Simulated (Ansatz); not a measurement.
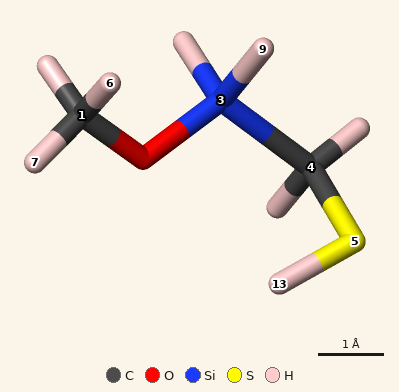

This is the input geometry for a relaxation of C2H8OSSi (coarse preliminary run). Style: stick. Shown at a tilt.

The start comes from a force field.

Theory: RKS PBE-D4/def2-SVP in Ansatz.

Input
```yaml
crystal:
  periodic: [false, false, false]
  atoms:
    - {symbol: C, position_ang: [-2.070100, 0.081300, -0.753300]}
    - {symbol: O, position_ang: [-1.045400, -0.145900, 0.118000]}
    - {symbol: Si, position_ang: [0.472600, -0.167100, -0.522300]}
    - {symbol: C, position_ang: [1.891600, -0.353000, 0.781500]}
    - {symbol: S, position_ang: [1.734000, 0.993700, 1.964800]}
    - {symbol: H, position_ang: [-2.028700, 1.140300, -1.209700]}
    - {symbol: H, position_ang: [-3.021000, 0.099400, -0.183500]}
    - {symbol: H, position_ang: [-2.148400, -0.616600, -1.558600]}
    - {symbol: H, position_ang: [0.710900, 1.092700, -1.251300]}
    - {symbol: H, position_ang: [0.583000, -1.293000, -1.449600]}
    - {symbol: H, position_ang: [1.683400, -1.305500, 1.348200]}
    - {symbol: H, position_ang: [2.833300, -0.357800, 0.351000]}
    - {symbol: H, position_ang: [0.425200, 0.796800, 2.379800]}
basis:
  gaussian: {orbitals: def2-SVP}
hamiltonian: {xc: pbe, dispersion: d4}
relax: {f_tol: 0.03, max_steps: 200}
```

Q: Predict the outcome.

A: Over 8 geometry steps the energy falls by 0.521 eV. Largest force component: 4.6 eV/Å at the start, 0.029 eV/Å at the end. The atom that moves furthest after the best rigid fit is H13 (0.41 Å). By element the largest moves are H 0.41 Å, S 0.23 Å, Si 0.19 Å, O 0.15 Å, C 0.13 Å. Among the contacts that change: C4–H12 1.035 → 1.110 Å, Si3–C4 1.936 → 1.884 Å, C1–O2 1.364 → 1.414 Å, Si3–H10 1.463 → 1.510 Å. Among the angles between lasting bonds that change: O2–Si3–C4 114.5° → 104.3°, C1–O2–Si3 116.5° → 123.7°, Si3–C4–H11 106.5° → 111.9°. The run took roughly 50 core-seconds on a shared host.

The structure at the end:

```xyz
13

C    -2.0909    0.1464   -0.6441
O    -0.9042   -0.1241    0.0749
Si    0.6250   -0.1837   -0.6339
C     1.8054   -0.3839    0.8206
S     1.5233    0.9462    2.0572
H    -2.0549    1.1360   -1.1566
H    -2.9420    0.1620    0.0676
H    -2.3046   -0.6309   -1.4143
H     0.9123    1.0887   -1.3906
H     0.7108   -1.3538   -1.5841
H     1.7244   -1.3895    1.2842
H     2.8507   -0.2652    0.4680
H     0.1650    0.8171    2.0660
```

The end point in the same view:

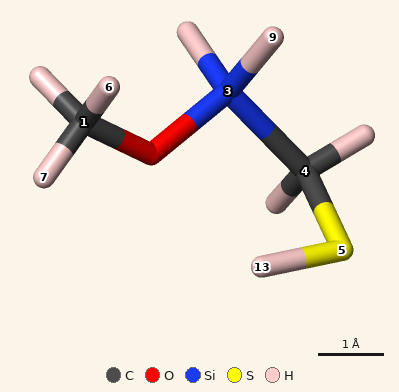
